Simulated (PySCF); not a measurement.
# SiNH4F (SMILES N[SiH2]F): RPA@MN15-L/cc-pV(D+d)Z (density fitting with cc-pvdz-jkfit)

Aim: the energy difference between two shapes of SiNH4F at RPA@MN15-L/cc-pV(D+d)Z (density fitting with cc-pvdz-jkfit), from 2 runs. 

The calculation is run with PySCF 2.14.0.

4 further runs of the same task are left out: 1 that didn't finish, 3 set aside as unsound or not needed.

## (1) The structure to begin with

SiNH4F: 7 atoms, total charge 0, spin state singlet. SMILES: `N[SiH2]F`. The coordinates come from a PBE0-D4/def2-TZVP relaxation. This is one conformer, not always the lowest.

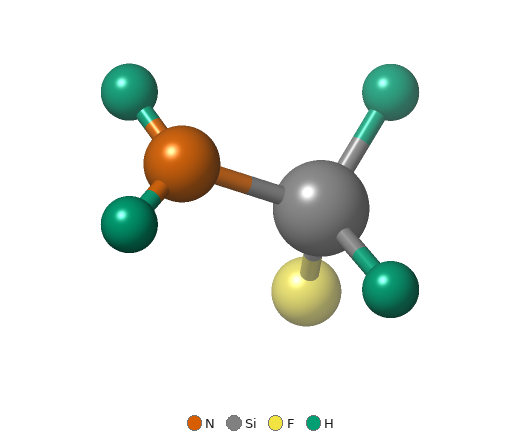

Viewed from a chosen angle; nitrogen orange, silicon grey, fluorine yellow, hydrogen teal.

## (2) The energy at RPA@MN15-L/cc-pV(D+d)Z (density fitting with cc-pvdz-jkfit)

The input, calc.py:

```python
# N[SiH2]F
from pyscf import gto, dft
from pyscf.gw.rpa import RPA

mol = gto.M(
    atom='''
N     -1.439026     0.640617    -1.181457
Si     1.003634    -0.218641     0.705624
F      0.973398    -3.125418     1.568095
H     -1.486459     0.198610    -3.030365
H     -3.178897     0.970374    -0.488305
H      0.861526     1.277833     3.062679
H      3.381476     0.128501    -0.722442
''',
    verbose=4,
    unit='bohr',
    basis='cc-pv(d+d)z',
    spin=0,
    max_memory=1860,
)

myscf = dft.RKS(mol, xc='mn15-l')
myscf = myscf.density_fit(auxbasis='cc-pvdz-jkfit')
myscf.kernel()

rpa = RPA(myscf)
rpa.kernel()
e_exx = myscf.to_hf().energy_tot(myscf.make_rdm1())
e_final = e_exx + rpa.e_corr
print('E = %.10f Eh' % e_final)
```

Command:

```sh
OMP_NUM_THREADS=1 python calc.py
```

Log:

```text
PySCF version 2.14.0

[INPUT] num. atoms = 7
[INPUT] num. electrons = 34
[INPUT] charge = 0
[INPUT] spin (= nelec alpha-beta = 2S) = 0
[INPUT] symmetry False subgroup None
[INPUT] Mole.unit = bohr
[INPUT] Symbol           X                Y                Z      unit          X                Y                Z       unit  Magmom
[INPUT]  1 N     -0.761499765121   0.338999917328  -0.625200120082 AA   -1.439026000000   0.640617000000  -1.181457000000 Bohr   0.0
[INPUT]  2 Si     0.531100240904  -0.115699834573   0.373400140278 AA    1.003634000000  -0.218641000000   0.705624000000 Bohr   0.0
[INPUT]  3 F      0.515100038755  -1.653899980199   0.829800138558 AA    0.973398000000  -3.125418000000   1.568095000000 Bohr   0.0
[INPUT]  4 H     -0.786600227767   0.105099885861  -1.603600098770 AA   -1.486459000000   0.198610000000  -3.030365000000 Bohr   0.0
[INPUT]  5 H     -1.682199848262   0.513499806869  -0.258399877978 AA   -3.178897000000   0.970374000000  -0.488305000000 Bohr   0.0
[INPUT]  6 H      0.455899925815   0.676200102962   1.620699931163 AA    0.861526000000   1.277833000000   3.062679000000 Bohr   0.0
[INPUT]  7 H      1.789400038473   0.067999800780  -0.382299842611 AA    3.381476000000   0.128501000000  -0.722442000000 Bohr   0.0

nuclear repulsion = 118.587942138257
number of shells = 17
number of NR pGTOs = 126
number of NR cGTOs = 71
basis = cc-pv(d+d)z
ecp = {}

******** <class 'pyscf.df.df_jk.DFRKS'> ********
method = DFRKS
initial guess = minao
damping factor = 0
level_shift factor = 0
DIIS = <class 'pyscf.scf.diis.CDIIS'>
diis_start_cycle = 1
diis_space = 8
diis_damp = 0
SCF conv_tol = 1e-09
SCF conv_tol_grad = None
SCF max_cycles = 50
direct_scf = False
XC library pyscf.dft.libxc version 7.0.0
    S. Lehtola, C. Steigemann, M. J.T. Oliveira, and M. A.L. Marques.,  SoftwareX 7, 1–5 (2018)
XC functionals = mn15-l
radial grids:
    Treutler-Ahlrichs [JCP 102, 346 (1995); DOI:10.1063/1.469408] (M4) radial grids

becke partition: Becke, JCP 88, 2547 (1988); DOI:10.1063/1.454033
pruning grids: <function nwchem_prune>
grids dens level: 3
symmetrized grids: False
atomic radii adjust function: <function treutler_atomic_radii_adjust>
small_rho_cutoff = 0
Set gradient conv threshold to 3.16228e-05
Initial guess from minao.
tot grids = 86576
init E= -446.398054959507
  HOMO = -0.321885100862932  LUMO = 0.000685899049298833  gap/eV = 8.77760
cycle= 1 E= -446.321291908643  delta_E= 0.0768  |g|= 0.556  |ddm|= 4.38
  HOMO = -0.19317035114714  LUMO = 0.0455021780920895  gap/eV = 6.49461
cycle= 2 E= -446.26069206094  delta_E= 0.0606  |g|= 0.799  |ddm|= 1.71
  HOMO = -0.257767433346582  LUMO = 0.0325353353601403  gap/eV = 7.89954
cycle= 3 E= -446.376448553165  delta_E= -0.116  |g|= 0.0546  |ddm|= 1.01
  HOMO = -0.263428878134249  LUMO = 0.0312071876041298  gap/eV = 8.01746
cycle= 4 E= -446.37693977461  delta_E= -0.000491  |g|= 0.0287  |ddm|= 0.109
  HOMO = -0.258500372930944  LUMO = 0.0322122733698329  gap/eV = 7.91069
cycle= 5 E= -446.377109402167  delta_E= -0.00017  |g|= 0.00487  |ddm|= 0.0409
  HOMO = -0.259381606031873  LUMO = 0.0320551284860526  gap/eV = 7.93040
cycle= 6 E= -446.377116536653  delta_E= -7.13e-06  |g|= 0.000507  |ddm|= 0.00919
  HOMO = -0.259387587075381  LUMO = 0.032065825560565  gap/eV = 7.93085
cycle= 7 E= -446.37711659808  delta_E= -6.14e-08  |g|= 8.55e-05  |ddm|= 0.0011
  HOMO = -0.259368532157325  LUMO = 0.0320761746370772  gap/eV = 7.93061
cycle= 8 E= -446.377116600343  delta_E= -2.26e-09  |g|= 2.53e-05  |ddm|= 0.000299
  HOMO = -0.259371411623345  LUMO = 0.0320734800236444  gap/eV = 7.93062
cycle= 9 E= -446.37711660051  delta_E= -1.67e-10  |g|= 4.13e-06  |ddm|= 7.01e-05
  HOMO = -0.259372286114031  LUMO = 0.0320732158623613  gap/eV = 7.93064
Extra cycle  E= -446.37711660051  delta_E= 2.27e-13  |g|= 5.15e-06  |ddm|= 1.17e-05
converged SCF energy = -446.37711660051

******** <class 'pyscf.gw.rpa.RPA'> ********
method = RPA
nocc = 17  nmo = 71
mem_avail = 1707.61  mem_blk = 0.04  auxlen = 344

******** <class 'pyscf.df.df.DF'> ********
auxbasis = auxmol.basis = cc-pvdz-jkfit
Lowest orbital energy difference:  2.9145e-01
E(RPA) = -445.970246766866  E_corr = -0.734185321862181  E_hf = -445.236061445004
E = -445.9702467669 Eh
```

Wall time 11 s (1 thread of Arm Neoverse V1, shared host); peak memory 0.35 GiB.

## (3) The distorted shape

The input, run.py:

```python
from pyscf import gto, dft
from pyscf.gw.rpa import RPA

molecule = gto.Mole()
molecule.atom = '''
N     -1.462346     0.654012    -1.198007
Si     1.044590    -0.230652     0.749919
F      0.917528    -3.292630     1.511412
H     -1.540012     0.214720    -2.970007
H     -3.154064     1.060953    -0.451444
H      0.662351     1.201170     3.134315
H      3.345154     0.079357    -0.771981
'''
molecule.unit = 'bohr'
molecule.max_memory = 1860
molecule.basis = 'cc-pv(d+d)z'
molecule.verbose = 4
molecule.build()

mf = dft.RKS(molecule, xc='mn15-l')
mf = mf.density_fit(auxbasis='cc-pvdz-jkfit')
mf.kernel()

rpa = RPA(mf)
rpa.kernel()
e_exx = mf.to_hf().energy_tot(mf.make_rdm1())
energy = e_exx + rpa.e_corr
print('Final energy', energy)
```

Command:

```sh
OMP_NUM_THREADS=1 python run.py
```

Log:

```text
PySCF version 2.14.0

[INPUT] num. atoms = 7
[INPUT] num. electrons = 34
[INPUT] charge = 0
[INPUT] spin (= nelec alpha-beta = 2S) = 0
[INPUT] symmetry False subgroup None
[INPUT] Mole.unit = bohr
[INPUT] Symbol           X                Y                Z      unit          X                Y                Z       unit  Magmom
[INPUT]  1 N     -0.773840177680   0.346088246068  -0.633958002923 AA   -1.462346000000   0.654012000000  -1.198007000000 Bohr   0.0
[INPUT]  2 Si     0.552773222755  -0.122055782053   0.396840044836 AA    1.044590000000  -0.230652000000   0.749919000000 Bohr   0.0
[INPUT]  3 F      0.485534907981  -1.742384759992   0.799804786711 AA    0.917528000000  -3.292630000000   1.511412000000 Bohr   0.0
[INPUT]  4 H     -0.814939254943   0.113624930729  -1.571660020673 AA   -1.540012000000   0.214720000000  -2.970007000000 Bohr   0.0
[INPUT]  5 H     -1.669058790583   0.561432149457  -0.238893876807 AA   -3.154064000000   1.060953000000  -0.451444000000 Bohr   0.0
[INPUT]  6 H      0.350501054830   0.635631790441   1.658608069845 AA    0.662351000000   1.201170000000   3.134315000000 Bohr   0.0
[INPUT]  7 H      1.770179263818   0.041993915927  -0.408514752463 AA    3.345154000000   0.079357000000  -0.771981000000 Bohr   0.0

nuclear repulsion = 115.88517808392
number of shells = 17
number of NR pGTOs = 126
number of NR cGTOs = 71
basis = cc-pv(d+d)z
ecp = {}

******** <class 'pyscf.df.df_jk.DFRKS'> ********
method = DFRKS
initial guess = minao
damping factor = 0
level_shift factor = 0
DIIS = <class 'pyscf.scf.diis.CDIIS'>
diis_start_cycle = 1
diis_space = 8
diis_damp = 0
SCF conv_tol = 1e-09
SCF conv_tol_grad = None
SCF max_cycles = 50
direct_scf = False
XC library pyscf.dft.libxc version 7.0.0
    S. Lehtola, C. Steigemann, M. J.T. Oliveira, and M. A.L. Marques.,  SoftwareX 7, 1–5 (2018)
XC functionals = mn15-l
radial grids:
    Treutler-Ahlrichs [JCP 102, 346 (1995); DOI:10.1063/1.469408] (M4) radial grids

becke partition: Becke, JCP 88, 2547 (1988); DOI:10.1063/1.454033
pruning grids: <function nwchem_prune>
grids dens level: 3
symmetrized grids: False
atomic radii adjust function: <function treutler_atomic_radii_adjust>
small_rho_cutoff = 0
Set gradient conv threshold to 3.16228e-05
[... 1 set-up line as earlier in the session ...]
tot grids = 86576
init E= -446.328107769478
  HOMO = -0.31795395096364  LUMO = -0.00604290699790111  gap/eV = 8.48753
cycle= 1 E= -446.309686728025  delta_E= 0.0184  |g|= 0.582  |ddm|= 4.34
  HOMO = -0.17898349591203  LUMO = 0.0239556411060242  gap/eV = 5.52226
cycle= 2 E= -446.220029479723  delta_E= 0.0897  |g|= 0.901  |ddm|= 1.91
  HOMO = -0.247281473840807  LUMO = 0.0244160411736285  gap/eV = 7.39327
cycle= 3 E= -446.371738578913  delta_E= -0.152  |g|= 0.0641  |ddm|= 1.17
  HOMO = -0.256325028602207  LUMO = 0.0211661914460053  gap/eV = 7.55092
cycle= 4 E= -446.372324606814  delta_E= -0.000586  |g|= 0.0377  |ddm|= 0.128
  HOMO = -0.25013565400159  LUMO = 0.0213406272970889  gap/eV = 7.38725
cycle= 5 E= -446.372627928194  delta_E= -0.000303  |g|= 0.00457  |ddm|= 0.0522
  HOMO = -0.250869242191296  LUMO = 0.0216312938552492  gap/eV = 7.41512
cycle= 6 E= -446.372634576017  delta_E= -6.65e-06  |g|= 0.000551  |ddm|= 0.00942
  HOMO = -0.25087892874555  LUMO = 0.0216401775391755  gap/eV = 7.41562
cycle= 7 E= -446.372634646708  delta_E= -7.07e-08  |g|= 9.47e-05  |ddm|= 0.00113
  HOMO = -0.250858928760065  LUMO = 0.0216476438904682  gap/eV = 7.41528
cycle= 8 E= -446.372634649445  delta_E= -2.74e-09  |g|= 2.7e-05  |ddm|= 0.000308
  HOMO = -0.25086239996887  LUMO = 0.0216436079404558  gap/eV = 7.41527
cycle= 9 E= -446.372634649635  delta_E= -1.9e-10  |g|= 5.07e-06  |ddm|= 7.83e-05
  HOMO = -0.250863158466366  LUMO = 0.0216437593661341  gap/eV = 7.41529
Extra cycle  E= -446.372634649635  delta_E= 2.27e-13  |g|= 6.92e-06  |ddm|= 1.56e-05
converged SCF energy = -446.372634649635

******** <class 'pyscf.gw.rpa.RPA'> ********
method = RPA
nocc = 17  nmo = 71
mem_avail = 1706.55  mem_blk = 0.04  auxlen = 344

******** <class 'pyscf.df.df.DF'> ********
auxbasis = auxmol.basis = cc-pvdz-jkfit
Lowest orbital energy difference:  2.7251e-01
E(RPA) = -445.965717587542  E_corr = -0.735930066293098  E_hf = -445.229787521249
Final energy -445.96571758754175
```

It took 11 s on 1 thread of Arm Neoverse V1, shared host; peak memory 0.35 GiB.

## (4) What came out

At RPA@MN15-L/cc-pV(D+d)Z (density fitting with cc-pvdz-jkfit):

```
                                                  quantity          value
                                 first shape: total energy  -445.97025 Eh
     first shape: dipole moment (MN15-L Kohn–Sham density)         2.18 D
      first shape: HOMO energy (MN15-L Kohn–Sham orbitals)       -7.06 eV
      first shape: LUMO energy (MN15-L Kohn–Sham orbitals)        0.87 eV
    first shape: HOMO–LUMO gap (MN15-L Kohn–Sham orbitals)        7.93 eV
                       first shape: RPA correlation energy     -734.2 mEh
                             distorted shape: total energy  -445.96572 Eh
 distorted shape: dipole moment (MN15-L Kohn–Sham density)         1.98 D
  distorted shape: HOMO energy (MN15-L Kohn–Sham orbitals)       -6.83 eV
  distorted shape: LUMO energy (MN15-L Kohn–Sham orbitals)        0.59 eV
distorted shape: HOMO–LUMO gap (MN15-L Kohn–Sham orbitals)        7.42 eV
                   distorted shape: RPA correlation energy     -735.9 mEh
                    energy change with the atoms displaced       0.123 eV
```

What this shows: With the atoms displaced the energy rises by 0.12 eV (2.8 kcal/mol). The first shape isn't relaxed at this level, so the change isn't measured from a minimum. Mulliken charges (first shape) of the mean-field density run from -0.39 on F3 to +0.85 on Si2; they depend strongly on the basis.
